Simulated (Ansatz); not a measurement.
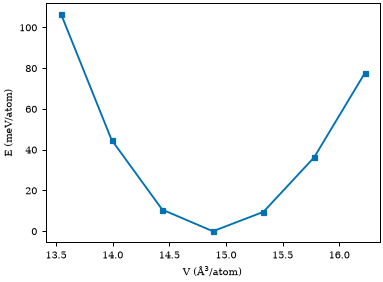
Figure: SiMo₃ in space group Fm-3m (No. 225; Si on 4a, Mo on 4b, Mo on 8c) under volume change, PBE in the plane-wave PAW code Ansatz, scaled uniformly.

Q: What does a third-order Birch–Murnaghan fit give for V₀, B₀ and B′?

A: V₀ = 14.89 Å³/atom, B₀ = 239 GPa, B′ = 4.3.

A made-up cell: these elements were put on the sites of a structure type; neither database checked (COD, Materials Project) lists it. COD files the formula under space group No. 223, so this cell is another polymorph or a model. Whether it is the stable phase at ambient conditions was not checked. The PBE relaxation kept the symmetry of its start; whether a distortion lowers the energy is not shown. No spin polarisation was allowed.

Potentials: the later of the program's two PAW sets.
